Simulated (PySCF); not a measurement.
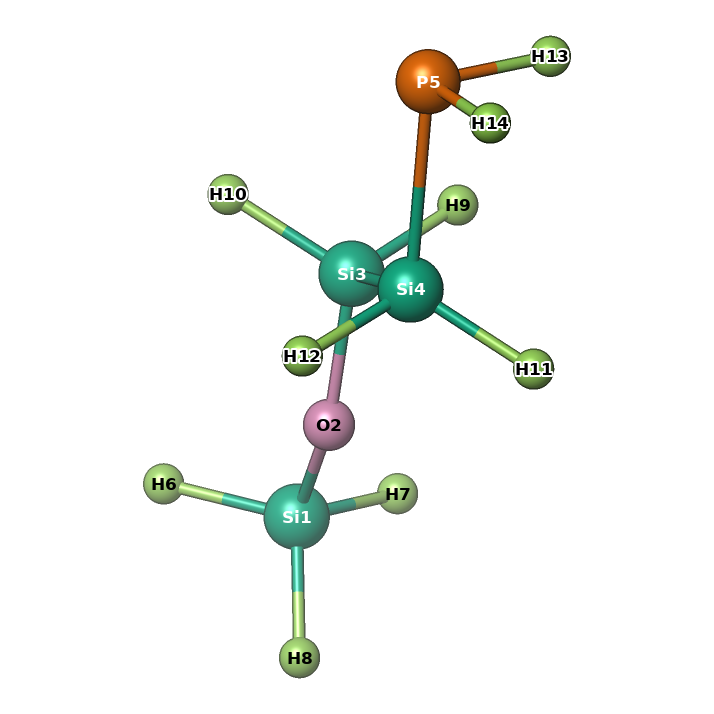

Si3 lies behind Si4. The molecule seen a little off the Si4–Si3 bond, Si4 in front. Depth is shown by fading: the farther an atom, the more it takes the colour of the background. The geometry was computed by an optimisation with PBE0-D3(BJ)/def2-SVP. No frequency run is at hand to confirm it as a minimum.

> What is the torsion angle P5–Si4–Si3–O2? The sign is positive where the front bond must turn clockwise to cover the back bond.

−176°, antiperiplanar (anti). The bonds about Si4–Si3 are staggered.
